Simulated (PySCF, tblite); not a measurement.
# CH6FO3Si3 radical: geometry, infrared bands and EPR parameters

What infrared bands and EPR parameters should CH6FO3Si3 radical (`F[Si@]1(O[SiH2])OC[SiH2]O1`) show?

The runs use tblite 0.8.0 and PySCF 2.14.0, with density-fitted response routines of our own; the level of theory stands in each step. All values are computed, except where a source is named. Atoms count from 0, in the outputs and in this text.

### Step 1. The molecule as given

14 atoms, charge 0, multiplicity 2; geometry from: force field or distance geometry start.

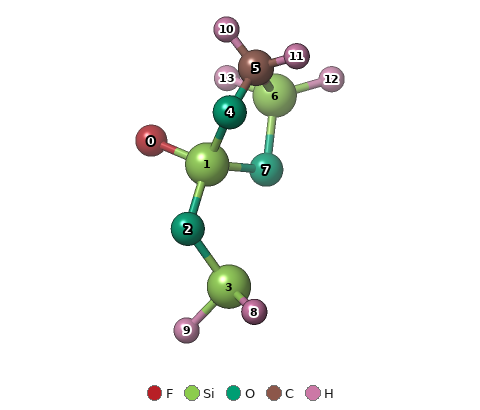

As it starts; fluorine red, silicon green, oxygen teal, carbon brown, hydrogen pink, atoms numbered.

### Step 2. Optimising the geometry with GFN2-xTB

The job: settings as JSON, then the geometry in Å.

```
{"job": {"kind": "relax", "xc": "GFN2-xTB", "basis": "xTB"}, "charge": 0, "multiplicity": 2}
F     -0.340400    -1.699700     1.572600
Si     0.304700    -0.260800     0.949000
O      1.902200    -0.089100     1.514100
Si     3.081100    -0.140200     0.284200
O     -0.711500     1.065400     1.259100
C     -1.865900     0.921900     0.503800
Si    -1.543800    -0.309400    -0.843800
O      0.187100    -0.390300    -0.756600
H      3.833400     1.124000     0.381500
H      4.031600    -1.201800     0.698400
H     -2.710900     0.609300     1.151500
H     -2.078000     1.911800     0.045400
H     -2.048900     0.069900    -2.135200
H     -2.041500    -1.611400    -0.366300
```

Run with:

```sh
$ OMP_NUM_THREADS=1 python probes_run.py task.json out
```

This one command runs all jobs of the session in turn.

What it wrote:

```text
step      E/eV     max force
  0    -748.86416    3.150
  1    -749.36704    2.007
  2    -749.64628    1.457
  3    -749.70357    0.681
  4    -749.75652    0.582
  5    -749.81399    0.682
  6    -749.87313    0.832
  7    -749.92138    0.588
  8    -749.95683    0.548
  9    -749.99306    0.537
 10    -750.01857    0.357
 11    -750.03462    0.312
 12    -750.04787    0.294
 13    -750.06262    0.395
 14    -750.07960    0.384
 15    -750.10012    0.383
 16    -750.12441    0.402
 17    -750.15498    0.556
 18    -750.18617    0.542
 19    -750.20884    0.433
 20    -750.22636    0.340
 21    -750.23505    0.432
 22    -750.25108    0.355
 23    -750.26549    0.302
 24    -750.27496    0.238
 25    -750.28137    0.170
 26    -750.28594    0.151
 27    -750.28854    0.120
 28    -750.29023    0.121
 29    -750.29177    0.102
 30    -750.29330    0.128
 31    -750.29450    0.086
 32    -750.29543    0.071
 33    -750.29627    0.079
 34    -750.29726    0.084
 35    -750.29813    0.071
 36    -750.29876    0.056
 37    -750.29917    0.053
 38    -750.29951    0.050
 39    -750.29980    0.051
 40    -750.30003    0.048
 41    -750.30018    0.027
 42    -750.30030    0.034
 43    -750.30045    0.039
 44    -750.30063    0.053
 45    -750.30083    0.054
 46    -750.30100    0.035
 47    -750.30114    0.033
 48    -750.30130    0.033
 49    -750.30148    0.042
 50    -750.30168    0.041
 51    -750.30192    0.042
 52    -750.30223    0.059
 53    -750.30259    0.054
 54    -750.30292    0.042
 55    -750.30315    0.032
 56    -750.30333    0.035
 57    -750.30360    0.053
 58    -750.30411    0.066
 59    -750.30495    0.090
 60    -750.30602    0.094
 61    -750.30706    0.107
 62    -750.30817    0.101
 63    -750.30902    0.108
 64    -750.31012    0.115
 65    -750.31087    0.083
 66    -750.31133    0.040
 67    -750.31147    0.036
 68    -750.31160    0.028
 69    -750.31184    0.025
 70    -750.31200    0.036
 71    -750.31218    0.033
 72    -750.31239    0.053
 73    -750.31268    0.043
 74    -750.31301    0.044
 75    -750.31325    0.039
 76    -750.31358    0.041
 77    -750.31387    0.043
 78    -750.31407    0.032
 79    -750.31425    0.031
 80    -750.31447    0.027
 81    -750.31475    0.042
 82    -750.31506    0.048
 83    -750.31534    0.032
 84    -750.31549    0.056
 85    -750.31566    0.029
 86    -750.31581    0.025
 87    -750.31616    0.032
 88    -750.31636    0.033
 89    -750.31656    0.029
 90    -750.31666    0.022
 91    -750.31675    0.019
 92    -750.31685    0.025
 93    -750.31696    0.025
 94    -750.31708    0.032
 95    -750.31726    0.046
 96    -750.31756    0.053
 97    -750.31797    0.052
 98    -750.31840    0.037
 99    -750.31867    0.030
100    -750.31873    0.058
101    -750.31890    0.026
102    -750.31902    0.021
103    -750.31943    0.034
104    -750.31956    0.029
105    -750.31964    0.024
106    -750.31969    0.014
107    -750.31976    0.018
108    -750.31989    0.028
109    -750.32008    0.035
110    -750.32027    0.038
111    -750.32040    0.034
112    -750.32055    0.031
113    -750.32077    0.040
114    -750.32119    0.052
115    -750.32179    0.098
116    -750.32263    0.141
117    -750.32348    0.138
118    -750.32390    0.072
119    -750.32477    0.054
120    -750.32511    0.080
121    -750.32553    0.060
122    -750.32611    0.056
123    -750.32635    0.087
124    -750.32665    0.058
125    -750.32688    0.036
126    -750.32701    0.016
127    -750.32703    0.019
128    -750.32704    0.004
```

It took 1.3 s on 1 thread of Intel Xeon at 2.60GHz, shared host.

Relaxation path: (not every step is listed)

| step | energy from step 0 (eV) | largest force (eV/Å) |
| --- | --- | --- |
| 0 | 0.0000 | 3.1500 |
| 1 | -0.5029 | 2.0072 |
| 2 | -0.7821 | 1.4567 |
| 3 | -0.8394 | 0.6809 |
| 4 | -0.8924 | 0.5824 |
| 5 | -0.9498 | 0.6825 |
| 6 | -1.0090 | 0.8316 |
| 7 | -1.0572 | 0.5881 |
| 8 | -1.0927 | 0.5478 |
| 19 | -1.3447 | 0.4327 |
| 30 | -1.4291 | 0.1279 |
| 41 | -1.4360 | 0.0268 |
| 52 | -1.4381 | 0.0591 |
| 63 | -1.4449 | 0.1077 |
| 74 | -1.4488 | 0.0443 |
| 85 | -1.4515 | 0.0294 |
| 96 | -1.4534 | 0.0531 |
| 107 | -1.4556 | 0.0184 |
| 118 | -1.4597 | 0.0718 |
| 123 | -1.4622 | 0.0872 |
| 124 | -1.4625 | 0.0581 |
| 125 | -1.4627 | 0.0361 |
| 126 | -1.4629 | 0.0159 |
| 127 | -1.4629 | 0.0186 |
| 128 | -1.4629 | 0.0044 |

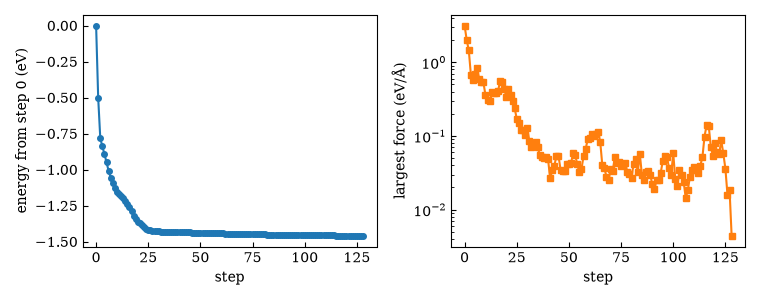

Energy and force, step by step.

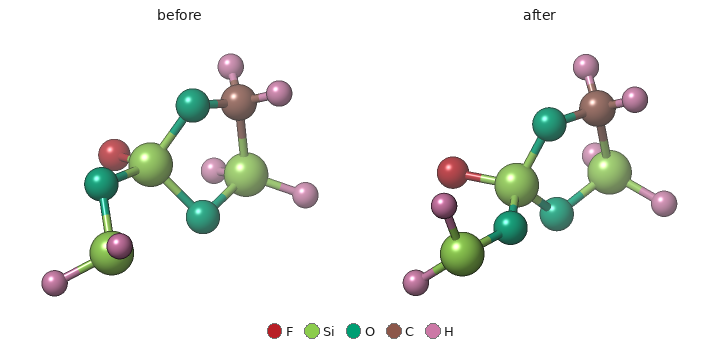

Before and after, at one scale.

Close pairs (by a distance rule), those that changed most:

| bond | before (Å) | after (Å) | change (Å) |
| --- | --- | --- | --- |
| Si1–O2 | 1.703 | 1.587 | -0.116 |
| Si6–O7 | 1.735 | 1.630 | -0.105 |
| F0–Si1 | 1.696 | 1.603 | -0.093 |
| Si1–O7 | 1.715 | 1.624 | -0.091 |
| Si1–O4 | 1.699 | 1.609 | -0.090 |
| C5–Si6 | 1.854 | 1.926 | +0.073 |
| O2–Si3 | 1.704 | 1.636 | -0.069 |
| O4–C5 | 1.387 | 1.423 | +0.036 |

The final coordinates are the input of the step that follows.

### Step 3. Infrared spectrum with GFN2-xTB

The job: settings as JSON, then the geometry in Å.

```
{"job": {"kind": "ir", "xc": "GFN2-xTB", "basis": "xTB"}, "charge": 0, "multiplicity": 2}
F      0.627384    -1.405271     1.759659
Si     0.445101    -0.329782     0.585019
O      1.875640     0.150634     0.092467
Si     3.453913     0.159041     0.522811
O     -0.507983     0.872423     1.070475
C     -1.807552     0.934572     0.493781
Si    -1.902149    -0.466287    -0.824801
O     -0.391568    -1.039434    -0.611940
H      3.587548     1.062292     1.656663
H      3.882335    -1.214401     0.741574
H     -2.530219     0.815757     1.305869
H     -1.934789     1.940767     0.086489
H     -1.971037     0.038659    -2.187534
H     -2.827302    -1.519442    -0.432673
```

What it wrote:

```text
mode    cm-1     km/mol
  1      18.2      4.66
  2      51.8      5.72
  3      65.6      0.21
  4      94.3      2.23
  5     112.0      1.01
  6     181.7      0.09
  7     217.1      7.85
  8     258.7     25.31
  9     288.8     58.60
 10     383.6     15.50
 11     469.7     25.51
 12     470.4     65.01
 13     580.9     54.08
 14     585.8     53.19
 15     629.8     57.08
 16     644.8    138.72
 17     655.6     43.66
 18     707.9    179.27
 19     713.6     80.30
 20     752.4    159.86
 21     756.3     65.69
 22     797.2    327.60
 23     846.0    238.73
 24     883.0    181.58
 25     959.7    282.14
 26    1091.0    212.52
 27    1124.5    783.43
 28    1168.1     14.14
 29    1255.8     22.53
 30    1464.0      4.86
 31    2309.8    277.20
 32    2314.7    306.47
 33    2326.9    379.17
 34    2333.5    220.24
 35    2919.4     44.92
 36    2940.4     21.19
```

Wall time 0.74 s (1 thread of Intel Xeon at 2.60GHz, shared host).

Which atoms move in the most intense modes:

| cm⁻¹ | km/mol | atoms |
| --- | --- | --- |
| 797 | 327.6 | O7 19 %, Si6 18 %, Si1 13 %, F0 12 % |
| 846 | 238.7 | Si1 29 %, O7 18 %, F0 15 %, Si6 13 % |
| 960 | 282.1 | O7 65 %, Si1 17 % |
| 1124 | 783.4 | O2 70 %, Si1 23 % |
| 2310 | 277.2 | H8 97 % |
| 2315 | 306.5 | H9 96 % |
| 2327 | 379.2 | H13 91 % |
| 2334 | 220.2 | H12 92 % |

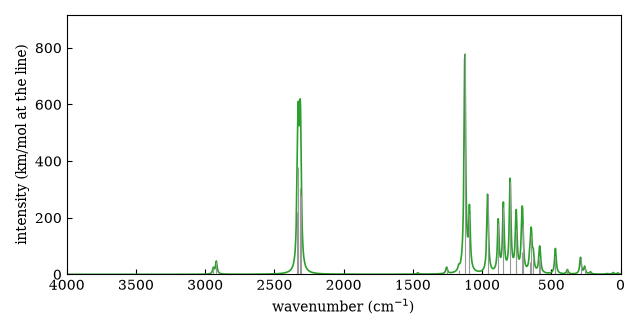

The infrared spectrum from these modes, unscaled. Lines are broadened to a width of 14 cm⁻¹ (Lorentzian).

### Step 4. EPR parameters: B3LYP/pcH-1

The job, as its differences from that of step 3:

```diff
@@ -1,2 +1,2 @@
-{"job": {"kind": "ir", "xc": "GFN2-xTB", "basis": "xTB"}, "charge": 0, "multiplicity": 2}
+{"job": {"kind": "epr", "basis": "pcH-1"}, "charge": 0, "multiplicity": 2}
 F      0.627384    -1.405271     1.759659
```

Method: UKS B3LYP, pcH-1 on C F H O Si, non-relativistic, mean-field spin-orbit, GIAO.

What it wrote:

```text
UKS, coarse grid
  cycle   1  E = -1235.66269296  |g| = 9.87e-01
  cycle   2  E = -1235.12513194  |g| = 1.57e+00
  cycle   3  E = -1235.96524327  |g| = 1.30e-01
  cycle   4  E = -1235.96979560  |g| = 8.05e-02
  cycle   5  E = -1235.97167388  |g| = 1.37e-02
  cycle   6  E = -1235.97173000  |g| = 4.42e-03
  cycle   7  E = -1235.97173705  |g| = 1.60e-03
  cycle   8  E = -1235.97173953  |g| = 4.93e-04
UKS, final grid
  cycle   1  E = -1235.97172876  |g| = 7.10e-04
  cycle   2  E = -1235.97172850  |g| = 1.16e-03
  cycle   3  E = -1235.97172893  |g| = 6.79e-05
  cycle   4  E = -1235.97172893  |g| = 1.85e-05
E = -1235.97172893 Eh   <S^2> = 0.7510 (exact 0.7500)
g shifts (ppm)      1          2          3
  rmc          -147       -147       -147
  gc             71         20         69
  oz_so       -1036        -47       1991
  total       -1111       -174       1913
hyperfine (MHz)  atom isotope    a_iso     a_fc   dipolar eigenvalues
    0   19F      -1.26      -1.28     -3.55     -1.50      5.06
    1  29Si     -33.33     -33.38     -4.84      2.38      2.46
    2   17O     -51.42     -51.35    -17.99      8.49      9.50
    3  29Si    -605.35    -606.45   -166.32     82.95     83.38
    4   17O      -0.64      -0.64     -0.36      0.15      0.21
    5   13C       0.22       0.22     -0.14     -0.13      0.27
    6  29Si      -0.12      -0.12     -0.18      0.09      0.09
    7   17O       0.18       0.18     -0.23      0.10      0.13
    8    1H      91.49      91.48     -9.12      0.96      8.16
    9    1H      92.21      92.21     -9.13      0.97      8.15
   10    1H       0.05       0.05     -0.32     -0.30      0.62
   11    1H      -0.01      -0.01     -0.40     -0.37      0.77
   12    1H       0.01       0.01     -0.34     -0.33      0.67
   13    1H      -0.02      -0.02     -0.25     -0.25      0.50
```

It took 91 s on 1 thread of Intel Xeon at 2.60GHz, shared host; peak memory 1 GiB.

Principal g values 2.00121, 2.00215, 2.00423; g(iso) = 2.00253, against 2.00232 for a free electron.

Hyperfine couplings; where a row names several nuclei, a(iso) is their mean (it holds for fast rotation or exchange) and the dipolar term the largest among them:

| nuclei | isotope | a(iso) (MHz) | a(iso) (G, at g = 2.0023) | largest dipolar term (MHz) |
| --- | --- | --- | --- | --- |
| Si3 | 29Si | -605.4 | -216.0 | -166.3 |
| H8, H9 | 1H | 91.8 | 32.8 | -9.1 |
| O2 | 17O | -51.4 | -18.3 | -18.0 |
| Si1 | 29Si | -33.3 | -11.9 | -4.8 |
| F0 | 19F | -1.3 | -0.4 | 5.1 |
| O4 | 17O | -0.6 | -0.2 | -0.4 |
| C5 | 13C | 0.2 | 0.1 | 0.3 |
| O7 | 17O | 0.2 | 0.1 | -0.2 |
| Si6 | 29Si | -0.1 | 0.0 | -0.2 |
| H10 | 1H | 0.1 | 0.0 | 0.6 |
| H13 | 1H | 0.0 | 0.0 | 0.5 |
| H11 | 1H | 0.0 | 0.0 | 0.8 |
| H12 | 1H | 0.0 | 0.0 | 0.7 |

Mulliken spin populations:

F0 0.00; Si1 0.00; O2 0.02; Si3 0.91; O4 0.00; C5 0.00; Si6 0.00; O7 0.00; H8 0.03; H9 0.03; H10 0.00; H11 0.00; H12 0.00; H13 0.00

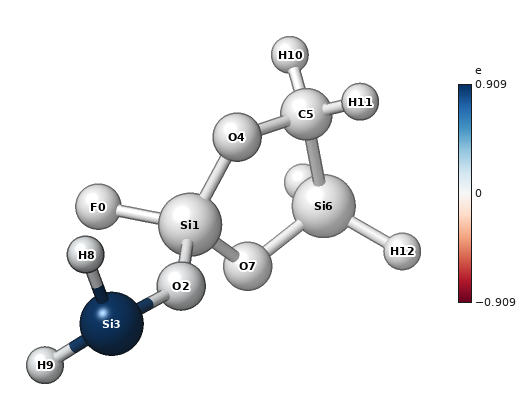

Mulliken spin populations, as colours on the atoms.

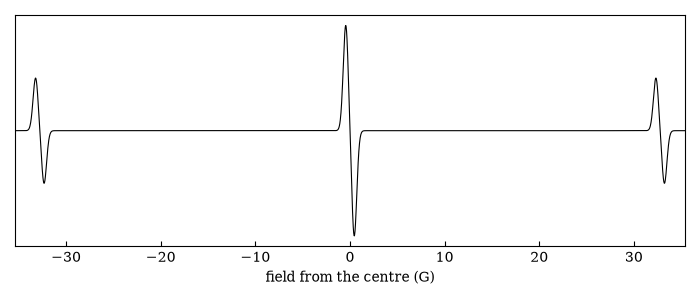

First-order isotropic spectrum (first derivative, main isotopes with spin only, couplings over 0.8 MHz, Gaussian width 0.3 G; couplings of the frozen geometry, rotation of groups not averaged beyond the rows shown).

The fields below are evaluated on a grid from the run's orbitals.

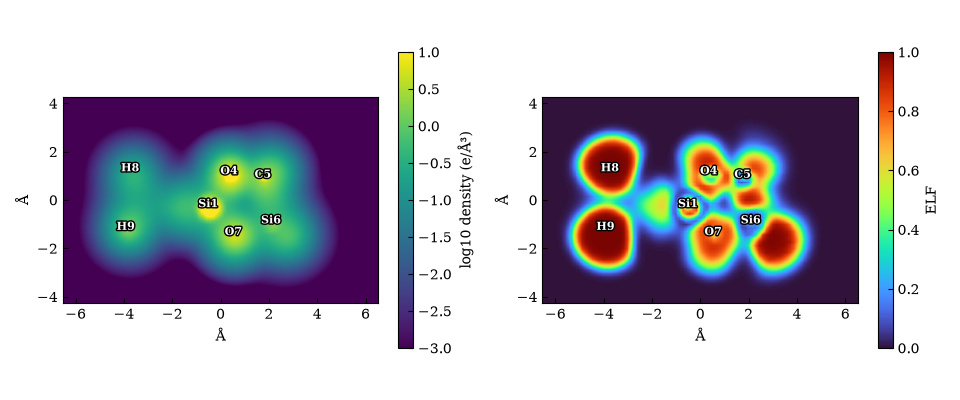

Density (left) and ELF (right) in a plane through or near 7 of the atoms.

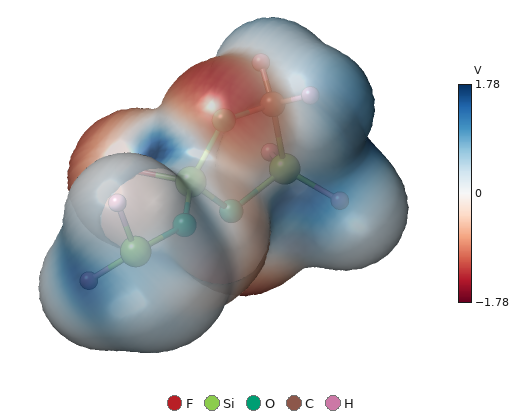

The potential that a unit positive charge feels on the 0.002 e/bohr³ surface, from -1.16 V near O4 to 1.78 V near H12.

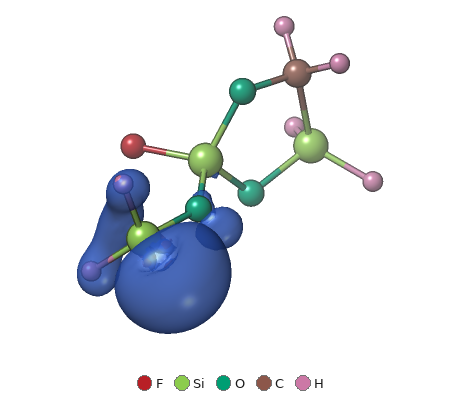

Spin density at ±0.03 e/Å³ (alpha excess blue, beta excess red).

### Step 5. Outcome

| quantity | value |
| --- | --- |
| strongest single infrared mode (GFN2-xTB) | 1124 cm⁻¹, 783 km/mol |
| zero-point energy (GFN2-xTB) | 47.7 kcal/mol |
| g(iso) (B3LYP) | 2.00253 |
| ⟨S²⟩ | 0.751 (exact 0.75) |
| largest a(iso) (averaged by class) | 29Si on Si3, -605.4 MHz |
| potential on the surface of density 0.002 e/bohr³, 1st and 99th percentile | -1.16 V and 1.78 V |

In words: Relaxing lowered the energy by 1.463 eV in 128 steps; the close pair that moved most is Si1–O2, from 1.703 to 1.587 Å. All 36 modes are real, so the xTB geometry is a minimum. The strongest single mode, at 1124 cm⁻¹, moves mainly O2. GFN2-xTB is a fitted tight-binding method: band positions and strengths are rough. Its intensities can rank the bands wrongly. Most of the unpaired spin sits on Si3 (0.91 e). The isotropic g lies 0.2 ppt above the free-electron value. These values are for one conformer; the search (at its own cheap level) found 2 more, at 0.04, 0.50 kcal/mol (those within 0.05 may be mirror or relabelled copies), and measured spectra average over such forms.
